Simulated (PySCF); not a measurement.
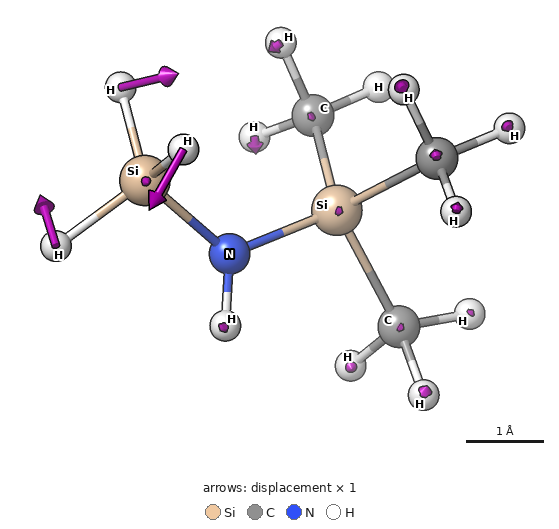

This is a relaxation of C₃H₁₃NSi₂. The starting structure is drawn; purple arrows show the displacements, at their true length. The two geometries are superimposed by the best rigid fit.

A ball-and-stick model, seen from a free direction.

The start comes from GFN2-xTB. Its atoms were then displaced at random by about 0.03 Å.

Method: PBE0-D3(BJ)/def2-SVP geometry optimisation, gas phase (PySCF). 

### Atoms of which element are displaced furthest, and by how much?

Hydrogen: up to 1.07 Å, against 0.16 Å for carbon.

### What happened in the run?

The atom that moves furthest after the best rigid fit is an H atom (1.07 Å). Largest moves by element: H 1.07 Å, C 0.16 Å, Si 0.10 Å, N 0.07 Å. Some distances before and after: H–N 0.942 → 1.016 Å, C–H 1.170 → 1.102 Å, N–Si 1.698 → 1.757 Å, H–Si 1.444 → 1.499 Å. Among the angles between lasting bonds that change: H–C–H 96.3° → 107.6°, Si–C–H 122.2° → 111.2°, N–Si–H 104.0° → 112.5°. Groups turn about N–Si by about 35°. The energy falls by 0.787 eV in 16 geometry steps. Cost: 7.7 min on 1 thread of AMD EPYC (shared host).
